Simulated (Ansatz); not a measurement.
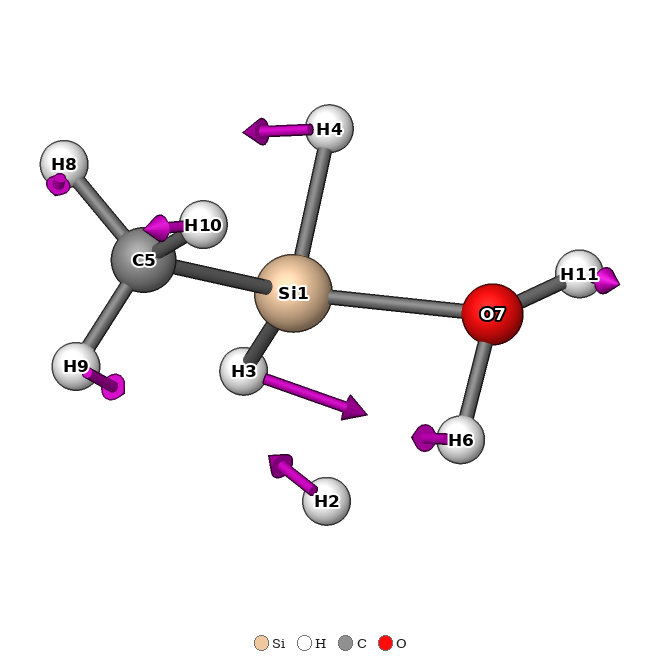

The arrows show one normal mode. Harmonic vibrations computed with RKS PBE0-D4/def2-SVP (Ansatz 0.2.0) at a stationary point of the same level. It is a saddle point of order 1.

**Describe the motion.**

Mostly angle bending.

**Estimate its harmonic wavenumber.**

839 cm⁻¹; it is mode 11 of 27 counted from the lowest.
